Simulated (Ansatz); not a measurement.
## Electronic structure of H$_{10}$N$_{4}$S$_{2}$TiZn in real space

The calculation's input:

```
crystal:
  periodic: [false, false, false]
  atoms:
    - {symbol: Ti, position_ang: [-0.557863, -0.383240, 0.222021]}
    - {symbol: N, position_ang: [0.515517, -1.136525, 1.743749]}
    - {symbol: N, position_ang: [-0.492296, -1.996342, -0.772711]}
    - {symbol: N, position_ang: [-2.341602, -0.205698, 0.719112]}
    - {symbol: N, position_ang: [-0.119498, 0.639170, -1.528424]}
    - {symbol: H, position_ang: [0.733786, 0.330813, 1.800440]}
    - {symbol: S, position_ang: [0.363797, 1.744099, 1.360403]}
    - {symbol: Zn, position_ang: [1.303869, 1.858992, -0.711850]}
    - {symbol: S, position_ang: [2.985110, 2.739950, -1.812419]}
    - {symbol: H, position_ang: [1.397794, -1.616049, 1.623343]}
    - {symbol: H, position_ang: [0.077588, -1.432702, 2.605461]}
    - {symbol: H, position_ang: [-0.602861, -2.117826, -1.769285]}
    - {symbol: H, position_ang: [-0.287240, -2.884249, -0.336042]}
    - {symbol: H, position_ang: [-3.101386, -0.834763, 0.509415]}
    - {symbol: H, position_ang: [-2.653474, 0.604283, 1.238325]}
    - {symbol: H, position_ang: [-0.878265, 1.247744, -1.821685]}
    - {symbol: H, position_ang: [0.153383, 0.094146, -2.336461]}
    - {symbol: H, position_ang: [3.503541, 3.347996, -0.733394]}
basis:
  gaussian: {orbitals: def2-TZVPP}
hamiltonian: {xc: pbe0, dispersion: d4}
output: {orbitals: {seedname: orbitals}}
```

Run with:

```sh
ansatz run in.yaml --threads 4 --pin off --events-out ev --progress --plain --max-ram 66560MiB --backend cuda --devices 0, --max-vram 37GiB
```

A transition-state structure; geometry: PBE0-D4/def2-TZVP.

These are results of RKS PBE0-D4/def2-TZVPP (Ansatz), not measurements.

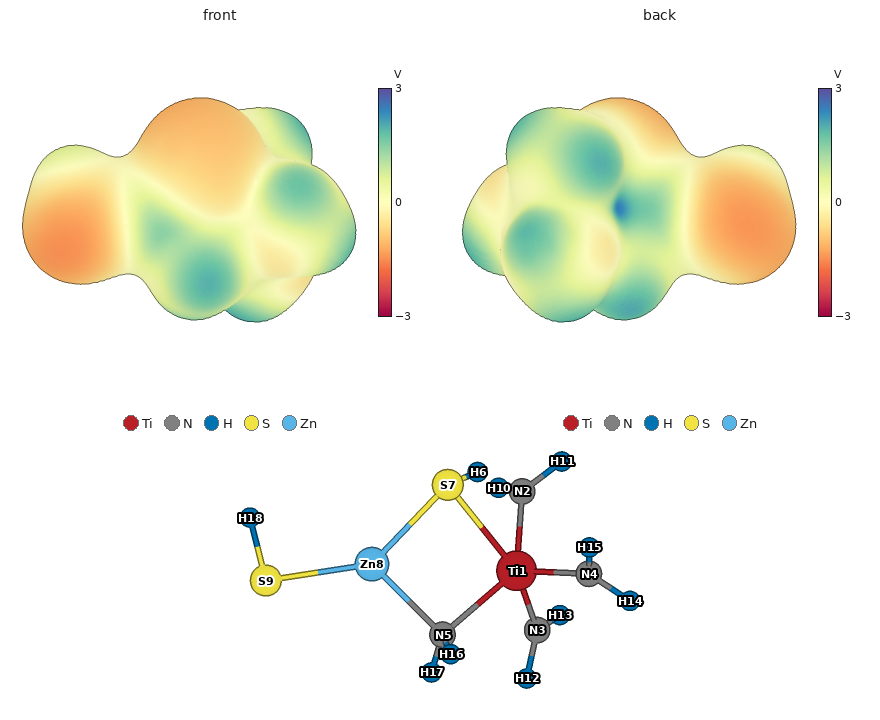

Figure 1. The molecular electrostatic potential painted on the density surface at 0.002 e/bohr³, seen from the front and from behind; red is negative and blue positive. The bare structure is drawn below in the same view.

Which sites attract a positive test charge, and which a negative one?

Answer. A positive charge is drawn to the negative regions and a negative charge to the positive ones. The most negative region (about −1.4 V) lies over S9, the most positive (about +2.0 V) over the H and Ti atoms.

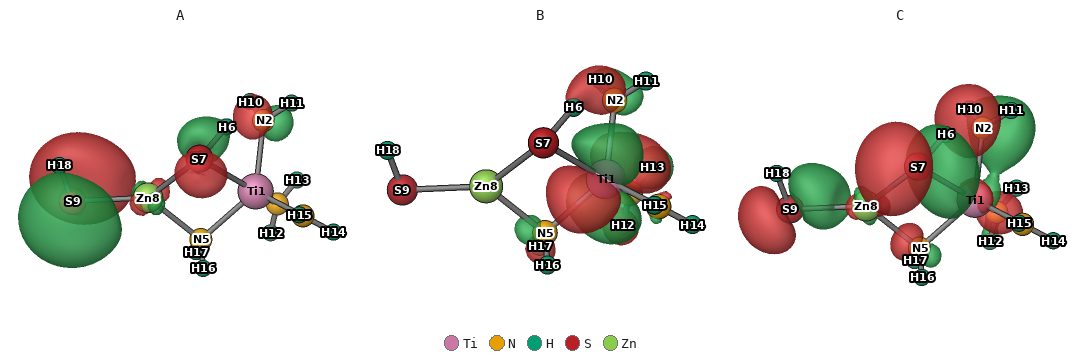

Figure 2. Three frontier orbitals at ±0.08 Å⁻³ᐟ² (green and red are the two phases), in no order.

Order the three orbitals by energy and name them.

Answer. C is the HOMO−1 (−6.95 eV). By Hirshfeld shares it lies mainly on S7 (about 40 %), N2 (about 25 %) and S9 (about 15 %); largely a combination of lone pairs on S7, N2 and S9. A is the HOMO (−6.49 eV). It lies mainly on S9 (about 75 %) and Zn8 (about 10 %); largely a lone pair of S9. B is the LUMO (−2.03 eV). It lies mainly on Ti1 (about 75 %).

What is the HOMO–LUMO gap?

Answer. 4.46 eV between the orbital energies.

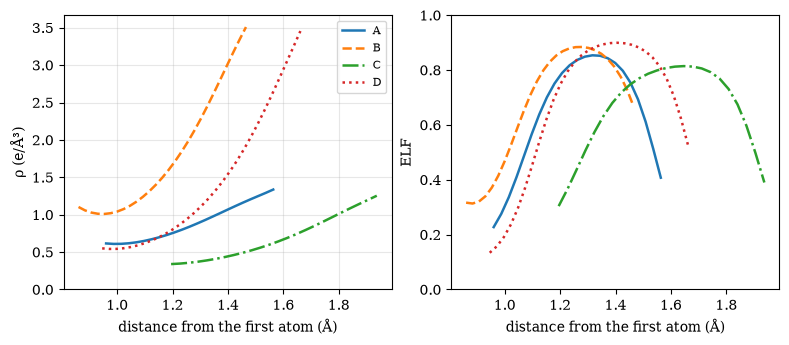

Figure 3. Electron density and ELF along straight lines between neighbouring atoms. The curves leave out the atomic cores.

Which curve belongs to which contact (Ti–N, Ti–S, Zn–N and Zn–S)? The first atom named is at distance zero.

Answer. Curve A: Zn–S (2.19 Å): the density is about 0.65 e/Å³ at the midpoint; the ELF peaks at about 0.85 in the valence shell of S, 0.9 Å from its nucleus, and is about 0.55 at the midpoint. Curve B: Ti–N (1.86 Å): the density is about 1 e/Å³ at the midpoint; the ELF peaks at about 0.90 in the valence shell of N, 0.6 Å from its nucleus, and is about 0.35 at the midpoint. Curve C: Ti–S (2.58 Å): the density is about 0.37 e/Å³ at the midpoint; the ELF peaks at about 0.80 in the valence shell of S, 0.9 Å from its nucleus, and is about 0.50 at the midpoint. Curve D: Zn–N (2.04 Å): the density is about 0.55 e/Å³ at the midpoint; the ELF peaks at about 0.90 in the valence shell of N, 0.6 Å from its nucleus, and is about 0.25 at the midpoint.
